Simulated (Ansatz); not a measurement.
## HfO2 (model cell, started as fluorite): relaxing the cell for a phonon run

Wanted: the relaxed cell of HfO2 (model cell, started as fluorite).

Main program and level: Ansatz 0.2.0; DFT LDA, scalar-relativistic, plane waves, PAW; PAW set soft_1.

## (1) Starting point

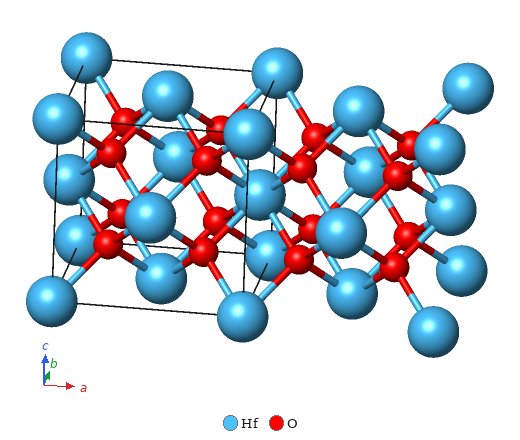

The cell as given, slightly off an axis (hafnium blue, oxygen red). 2×1×1 cells are drawn. This picture shows the conventional cell, with its axes. Some periodic images of atoms are drawn too.

## (2) A coarse first look

First a cheap look: the gap decides the mesh and the occupations, the pressure tells how far the cell has to move.

Contents of input.yaml:

```yaml
crystal:
  lattice:
    - [0.0, 2.525, 2.525]
    - [2.525, 0.0, 2.525]
    - [2.525, 2.525, 0.0]
  atoms:
    - { symbol: Hf, position: [0.0, 0.0, 0.0] }
    - { symbol: O, position: [0.25, 0.25, 0.25] }
    - { symbol: O, position: [0.75, 0.75, 0.75] }
kpoints:
  mp_grid: { grid: [6, 6, 6] }
hamiltonian:
  xc: lda
  pseudopotentials: { kind: paw, azcp: { folder: soft_1 }, xc_functional: pbe }
scf:
  occupations: { method: gaussian, width: 0.1 }
output:
  forces: true
  stress: true
  eigenvalues: true
```

Launch:

```
$ ansatz run input.yaml --threads 8 --pin off --max-ram 16384MiB --backend cpu --events-out ev --progress --plain --runs-dir out
```

Numbers of over 12 decimals in the logs are rounded to 6 here.

Output:

```text
Engine: ansatz 0.2.0, x86_64-unknown-linux-gnu
Pseudopotentials: kind: paw
Pseudopotential: Hf, paw, valence charge 26, recommended cutoff 420 eV (normal), soft_1/Hf.paw.azcp
Pseudopotential: O, paw, valence charge 6, recommended cutoff 420 eV (normal), soft_1/O.paw.azcp
Functional definition: SPW92
  exchange = slater_x
  correlation = pw_c
Crystal: 3 atoms, lattice volume = 32.197 Å³
[...]
--- Band table (eV; the first three rows and the last of 16) ---
  k-point 0: bands = [... 15 lower, 9.1216, 14.0239, 14.0239, 14.0239, 18.3648, 18.3648, 20.3570, 25.1591]
  k-point 1: bands = [... 15 lower, 9.8876, 13.2620, 13.5380, 13.5380, 18.8432, 18.8432, 21.2912, 24.0675]
  k-point 2: bands = [... 15 lower, 11.2764, 12.0476, 12.9287, 12.9287, 19.2148, 19.2148, 21.4473, 24.1337]
  k-point 15: bands = [... 15 lower, 11.5513, 12.4964, 13.1245, 14.4980, 18.9603, 19.8811, 21.5105, 22.1625]
[key lines of the parts left out:]
SCF converged after 8 iterations
Free energy (F): -16593.597513 eV
Fermi energy:    16.452634 eV
P = ⅓ Tr σ = -7.6451 GPa (-76.451 kbar)
```

It took 0.69 s on 8 threads of Intel Xeon at 2.70GHz, shared host; peak memory 0.34 GiB.

A gap read on the k-mesh alone can miss the band edges.

Numbers from this step:

```
pressure           : -7.645 GPa
gap on the k-mesh  : 3.597 eV
volume per atom    : 10.73 Å³
direct gap on mesh : 3.597 eV
```

The coarse mesh shows a gap of 3.60 eV and a pressure of -7.6 GPa.

## (3) Bringing the structure to rest

The cell and atoms are relaxed, since residual forces and stress would shift the frequencies.

input.yaml, the sections that differ from step 2:

```yaml
kpoints:
  mp_grid: { grid: [8, 8, 8] }
scf:
  occupations: { method: gaussian, width: 0.02 }
relax:
  adjacent_minimum: "off"
  f_tol: 0.005
  max_steps: 80
  cell: { stress_tol: 0.05 }
# crystal, hamiltonian, output: as in step 2
```

Output:

```text
[...]
Crystal: 3 atoms, lattice volume = 32.197 Å³
Basis set: ecut = 420 eV, 609 PW (Γ)
Bands: 23, of which v1, the nominal top of the filled ones, is band 19 counted from 1 (18 counted from 0)
Symmetry: 48 space group operations
[...]
k-points: 29 of 512
[...]
SCF iter   1: F=—  HF=-16594.280959 eV  |F-HF|=—  |Δ(HF+E_count)|=         —  Δρ=9.04e-2  dr2=1.98e0  ethr=3.10e-3  ⟨swp⟩=5.0  Hψ=2567  notcnv=0
[...]
SCF iter   8: F=-16593.597919 eV  HF=-16593.597919 eV  |F-HF|=7.92e-9  |Δ(HF+E_count)|=   9.72e-9  Δρ=5.41e-6  dr2=5.25e-9  ethr=1.94e-10  ⟨swp⟩=3.3  Hψ=2884  notcnv=0
SCF 1 converged in 8 iterations: F = -16593.597919 eV  dr2 = 5.25e-9
[...]
relax step   1: F+E_penalty+E_count = -16593.59791924 eV  Δ(F+E_penalty+E_count) = +0.000e0 eV  max|allowed force component| = 1.349e-18 eV/Å  Δτ_max = 0.0000 Å  P = -7.651 GPa  Ω = 32.197 Å³  (8 SCF iters, dr2 threshold 1.00e-7 eV, accepted)
Crystal: 3 atoms, lattice volume = 31.136 Å³
[...]
iter 1 solved again at ethr=1.84e-5 eV; its pass at ethr=3.10e-3 eV (dr2=6.99e-3 eV) is discarded
[...]
SCF iter   6: F=-16593.624230 eV  HF=-16593.624230 eV  |F-HF|=4.27e-9  |Δ(HF+E_count)|=   2.53e-7  Δρ=1.00e-5  dr2=1.46e-8  ethr=7.89e-10  ⟨swp⟩=6.1  Hψ=3222  notcnv=0
SCF 2 converged in 6 iterations: F = -16593.624230 eV  dr2 = 1.46e-8
relax step   2: F+E_penalty+E_count = -16593.62422987 eV  Δ(F+E_penalty+E_count) = -2.631e-2 eV  max|allowed force component| = 9.445e-18 eV/Å  Δτ_max = 0.0000 Å  P = +1.600 GPa  Ω = 31.136 Å³  energy of the carried Pulay correction = +5.424e-3 eV  (6 SCF iters, dr2 threshold 3.00e-7 eV, accepted)
Crystal: 3 atoms, lattice volume = 31.315 Å³
[...]
SCF iter   5: F=-16593.624154 eV  HF=-16593.624154 eV  |F-HF|=1.78e-9  |Δ(HF+E_count)|=   1.71e-7  Δρ=1.57e-5  dr2=4.10e-8  ethr=7.89e-10  ⟨swp⟩=5.7  Hψ=3041  notcnv=0
SCF 3 converged in 5 iterations: F = -16593.624154 eV  dr2 = 4.10e-8
relax step   3: F+E_penalty+E_count = -16593.62415405 eV  Δ(F+E_penalty+E_count) = +7.582e-5 eV  max|allowed force component| = 1.359e-17 eV/Å  Δτ_max = 0.0000 Å  P = -0.067 GPa  Ω = 31.315 Å³  energy of the carried Pulay correction = +4.498e-3 eV  (5 SCF iters, dr2 threshold 3.00e-7 eV, accepted)
[...]
relax step   4: F+E_penalty+E_count = -16593.62419269 eV  Δ(F+E_penalty+E_count) = -3.863e-5 eV  max|allowed force component| = 1.156e-17 eV/Å  Δτ_max = 0.0000 Å  P = -0.001 GPa  Ω = 31.307 Å³  energy of the carried Pulay correction = +4.535e-3 eV  (4 SCF iters, dr2 threshold 1.11e-8 eV, accepted)
[...]
relax step   5: F+E_penalty+E_count = -16593.62012742 eV  Δ(F+E_penalty+E_count) = +4.065e-3 eV  max|allowed force component| = 1.079e-17 eV/Å  Δτ_max = 0.0000 Å  P = -0.223 GPa  Ω = 31.307 Å³  stress off target by 2.23e-1 GPa  SCF on the basis re-selected at this cell (its energy is not comparable with the rows above)  (6 SCF iters)
[...]
relax step   6: F+E_penalty+E_count = -16593.62027081 eV  Δ(F+E_penalty+E_count) = -1.434e-4 eV  max|allowed force component| = 8.481e-18 eV/Å  Δτ_max = 0.0000 Å  P = +0.000 GPa  Ω = 31.283 Å³  energy of the carried Pulay correction = +1.265e-4 eV  (4 SCF iters, dr2 threshold 1.24e-7 eV, accepted)
[...]
SCF iter   5: F=-16593.620054 eV  HF=-16593.620054 eV  |F-HF|=3.64e-12  |Δ(HF+E_count)|=  8.73e-11  Δρ=3.74e-7  dr2=1.08e-11  ethr=1.00e-12  ⟨swp⟩=5.7  Hψ=4094  notcnv=0
SCF 7 converged in 5 iterations: F = -16593.620054 eV  dr2 = 1.08e-11
relax step   7: F+E_penalty+E_count = -16593.62005390 eV  Δ(F+E_penalty+E_count) = +2.169e-4 eV  max|allowed force component| = 1.002e-17 eV/Å  Δτ_max = 0.0000 Å  P = -0.004 GPa  Ω = 31.283 Å³  stress off target by 3.72e-3 GPa  SCF on the basis re-selected at this cell (its energy is not comparable with the rows above)  (5 SCF iters)
[...]
SCF converged after 5 iterations
Free energy (F): -16593.620054 eV
[...]
Internal energy: -16593.620054 eV  (E = F + TS)
E sigma→0 (E₀):  -16593.620054 eV
Fermi energy:    17.054845 eV
[...]
--- Stress (GPa, compression-positive) ---
       -0.003719      -0.000000      -0.000000
       -0.000000      -0.003719       0.000000
       -0.000000      -0.000000      -0.003719
  P = ⅓ Tr σ = -0.0037 GPa (-0.037 kbar)
--- Band table (eV; the first three rows and the last of 29) ---
  k-point 0: bands = [... 15 lower, 9.4989, 14.5758, 14.5758, 14.5758, 18.9883, 18.9883, 21.1481, 26.0862]
  k-point 1: bands = [... 15 lower, 9.9829, 14.1083, 14.2599, 14.2599, 19.3141, 19.3141, 21.7493, 25.3061]
  k-point 2: bands = [... 15 lower, 11.0675, 13.1684, 13.7061, 13.7061, 19.7908, 19.7908, 22.3352, 24.7320]
  k-point 28: bands = [... 15 lower, 12.5103, 12.5103, 13.6792, 14.9991, 20.0080, 20.3680, 22.5858, 22.5858]
--- Relaxed structure (5 steps of the walk, 5 accepted, 2 SCFs on fresh bases) ---
  F+E_penalty+E_count = -16593.62005390 eV   max|allowed force component| = 1.002e-17 eV/Å   (the final SCF, on the basis selected at the relaxed cell)
  cell:  # Å, volume = 31.2831 Å³
    - [0, 2.500881, 2.500881]
    - [2.500881, 0, 2.500881]
    - [2.500881, 2.500881, 0]
  atoms:
    - { symbol: Hf, position: [0, 0, 0] }
    - { symbol: O, position: [0.25, 0.25, 0.25] }
    - { symbol: O, position: [0.750000, 0.750000, 0.750000] }
```

Wall time 3.3 s (8 threads); peak memory 0.39 GiB; 14 s of CPU time.

The steps of the relaxation:

```csv
step,energy less that of the first step (eV),largest force component (eV/Å),pressure (GPa),volume (Å³)
1,0.0000,0.0000,-7.65,32.20
2,-0.0263,0.0000,1.60,31.14
3,-0.0262,0.0000,-0.07,31.31
4,-0.0263,0.0000,0.00,31.31
5*,-0.0222,0.0000,-0.22,31.31
6,-0.0224,0.0000,0.00,31.28
7*,-0.0221,0.0000,0.00,31.28
```

Relaxation steps marked * repeat the geometry before them on a plane-wave basis chosen anew for their cell, so energy and pressure can jump there.

The run keeps the 48 symmetry operations that it works with, so distortions that break them were not tested.

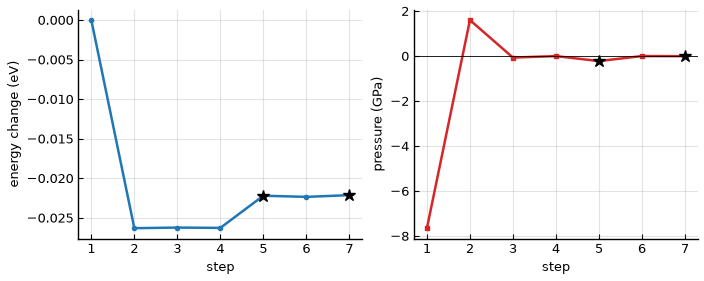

Energy and pressure along the relaxation. Stars mark steps on a basis chosen anew.

```csv
"conventional cell, symmetrised",before,after,change
a (Å),5.050,5.002,-1.0 %
b (Å),5.050,5.002,-1.0 %
c (Å),5.050,5.002,-1.0 %
volume (Å³/atom),10.73,10.43,-2.8 %
```

Final coordinates:

```cif
data_structure
_symmetry_space_group_name_H-M 'P 1'
_symmetry_Int_Tables_number 1
_cell_length_a 3.5368
_cell_length_b 3.5368
_cell_length_c 3.5368
_cell_angle_alpha 60.000
_cell_angle_beta 60.000
_cell_angle_gamma 60.000
_cell_volume 31.28
loop_
_atom_site_label
_atom_site_type_symbol
_atom_site_fract_x
_atom_site_fract_y
_atom_site_fract_z
_atom_site_occupancy
Hf1 Hf 0.00000 0.00000 0.00000 1
O2 O 0.25000 0.25000 0.25000 1
O3 O 0.75000 0.75000 0.75000 1
```

This step gave:

```yaml
pressure: -0.003719 GPa
gap_on_the_k_mesh: 3.661 eV
volume_per_atom: 10.43 Å³
direct_gap_on_mesh: 3.661 eV
```

In this step the volume went from 10.73 to 10.43 Å³/atom.

## (4) Tight relaxation

Phonons need a cell at rest on their own settings, so the relaxation is repeated with tight tolerances on forces and stress on the k mesh and occupations of the first response run.

input.yaml, the sections that differ from step 3:

```yaml
crystal:
  lattice:
    - [0.0, 2.5008814195, 2.5008814195]
    - [2.5008814195, 0.0, 2.5008814195]
    - [2.5008814195, 2.5008814195, 0.0]
  atoms:
    - { symbol: Hf, position: [0.0, 0.0, 0.0] }
    - { symbol: O, position: [0.25, 0.25, 0.25] }
    - { symbol: O, position: [0.75, 0.75, 0.75] }
scf:
  occupations: { method: fixed }
relax:
  adjacent_minimum: "off"
  f_tol: 0.001
  max_steps: 60
  cell: { stress_tol: 0.01 }
# kpoints, hamiltonian, output: as in step 3
```

Output:

```text
[...]
Crystal: 3 atoms, lattice volume = 31.283 Å³
Basis set: ecut = 420 eV, 609 PW (Γ)
Bands: 23, of which v1, the nominal top of the filled ones, is band 19 counted from 1 (18 counted from 0)
[... 1 set-up line as in the run before ...]
[...]
k-points: 29 of 512
[...]
--- Relaxed structure (1 steps of the walk, 1 accepted, 1 SCFs on fresh bases) ---
[...]
cell:  # Å, volume = 31.2831 Å³
    - [0.0, 2.5008814195, 2.5008814195]
    - [2.5008814195, 0.0, 2.5008814195]
    - [2.5008814195, 2.5008814195, 0.0]
  atoms:
    - { symbol: Hf, position: [0.0, 0.0, 0.0] }
    - { symbol: O, position: [0.25, 0.25, 0.25] }
    - { symbol: O, position: [0.750000, 0.750000, 0.750000] }
[key lines of the parts left out:]
SCF converged after 6 iterations
Free energy (F): -16593.620054 eV
Fermi energy:    15.224144 eV
P = ⅓ Tr σ = -0.0037 GPa (-0.037 kbar)
```

Wall time 1.1 s (8 threads); peak memory 0.37 GiB; 4.4 s of CPU time.

Little changed from the start: no atom moved by 0.005 Å and no cell edge by 0.1 %.

This step gave:

```
pressure : -0.003711 GPa
```

The forces vanish by symmetry and the pressure is -0.004 GPa, within the tolerances set. The cell now holds 10.43 Å³/atom.

## (5) Outcome

| Item | Value |
| --- | --- |
| space group after relaxation (within 0.01 Å) | Fm-3m |
| lattice constant a | 5.002 Å |
| lattice constant b | 5.002 Å |
| lattice constant c | 5.002 Å |
| volume per atom | 10.4 Å³ |
| gap on the k-mesh | 3.66 eV |

The forces vanish by symmetry and the pressure is -0.004 GPa, within the tolerances set. The cell now holds 10.43 Å³/atom. The relaxation keeps the symmetry of its start, so it says nothing on stability against lower symmetry. Spin-orbit coupling is left out, which can matter for the heavy elements here. The PAW files were made for PBE and serve the other functionals too. The starting cell was built on a prototype and not taken from a measurement, so the phase need not exist.

[Logs are printed without paths, hosts, clocks, repeated set-up lines and the standing remarks that a program may print on its own settings, such as how far it seeks lower states.]

[Hosts, paths, dates, database ids (printed as entryN), source tags and the programs' standing remarks are cut or masked in the printed files.]
